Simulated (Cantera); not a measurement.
Feed: 1 mol AlN, 0.049 mol HI, 0.12 mol H2, equilibrated at 0.0100 bar.

Equilibrium computed with Cantera from the NASA thermochemical tables; the gas is ideal and each condensed phase is pure. Candidate condensed phases: Al, AlI3, AlN, I2; 19 gas species. Equilibrium is a limit: real reactors are often held back by kinetics, nucleation or transport.

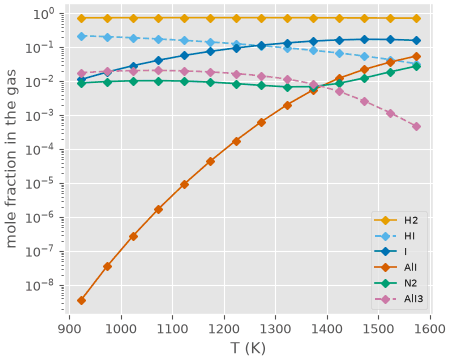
*Equilibrium gas composition (values under 1e-9 drawn at 1e-9)*

From 923 K to 1573 K the condensed part is AlN(s). The main Al-bearing gas is AlI3 at 923 K and AlI at 1573 K.
